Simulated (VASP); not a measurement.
Band structure of MnB (relaxed from the CsCl type structure, space group Pm-3m). Calculation: r2SCAN meta-GGA, VASP's PBE PAW potentials (set 64) (plane waves; VASP).

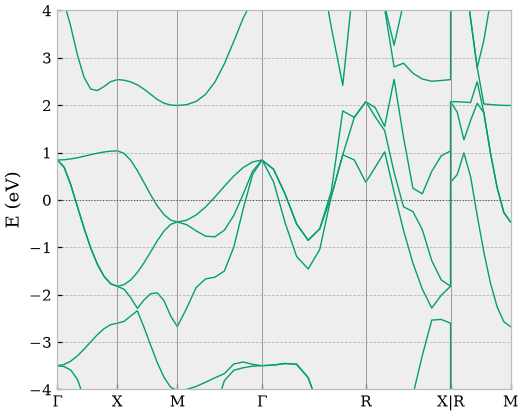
Figure: Bands along high-symmetry lines, zero at the valence-band maximum or, without a gap, the Fermi level

**Question.** Read the plot: is there a gap, and where are the band edges?

**Answer.** It has no gap at this level: it comes out as a metal or semimetal.

The structure was generated: MnB was put into the CsCl type type (Pm-3m), which need not be its known phase. It was relaxed first, which changed the volume by -36 %. The run is not spin-polarised, so no magnetic state was tried.
